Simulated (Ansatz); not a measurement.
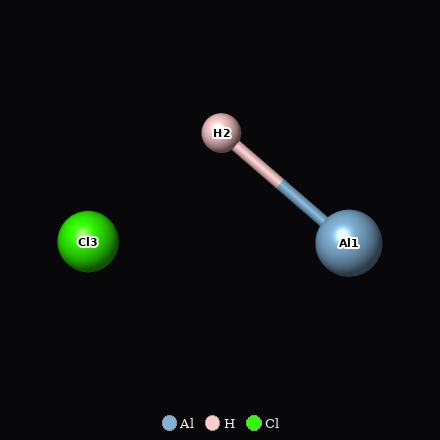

The system is Al + HCl, spin multiplicity 2; the picture shows the reference structure. Coordinates scanned: (1) distance Al1–H2; (2) distance H2–Cl3. Nothing is relaxed (the angle Al1–H2–Cl3 is fixed at 100 degrees). The scan uses a 10 × 10 grid. At 1 point there is no value. Points are written as (first, second). Energies are in kcal/mol, from Al far from the relaxed HCl (each part in its own basis). Method: Ansatz 0.2.0, UKS B3LYP-D4/aug-cc-pVTZ.

Its coordinates:

```xyz
3

Al   -1.7740    0.0000    0.0000
H     0.0000    0.0000    0.0000
Cl    0.3141    1.7815    0.0000
```

Range: distance Al1–H2 from 1.216 to 2.816 Å; distance H2–Cl3 from 1.064 to 2.664 Å.

Q: Predict the map.

A: The lowest grid point is at (1.774 Å, 1.809 Å), −9 kcal/mol from Al far from the relaxed HCl (each part in its own basis). Other grid points that lie below all their neighbours: (2.589 Å, 1.290 Å) (5 kcal/mol higher). The highest grid point, (1.216 Å, 1.064 Å), lies 194 kcal/mol above the lowest.

```csv
"distance H2–Cl3 ↓, distance Al1–H2 →",1.216,1.308,1.442,1.600,1.774,1.961,2.160,2.370,2.589,2.816
2.664,42,–,12,8,10,15,22,30,38,46
2.437,36,19,6,2,4,9,17,25,33,40
2.218,30,14,1,−3,−1,4,11,19,27,34
2.008,28,11,−2,−7,−6,−2,5,12,20,27
1.809,31,12,−2,−9,−9,−5,0,7,13,19
1.622,40,20,2,−7,−9,−7,−3,1,6,9
1.448,59,36,14,1,−4,−6,−5,−4,−2,0
1.290,91,63,35,17,7,1,−2,−4,−4,−4
1.156,137,102,68,44,28,18,11,8,6,5
1.064,185,144,104,75,55,42,34,29,26,25
```

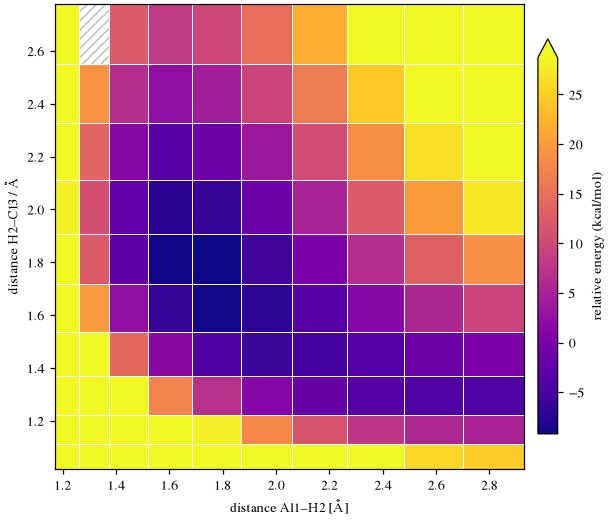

In the figure: one coloured cell a grid point, one colour for all values above the top of the scale, hatched blanks where no value was computed.

Time for the 99 points that were run: 14 min on 1 thread of Arm Neoverse V2, with other jobs on the host.
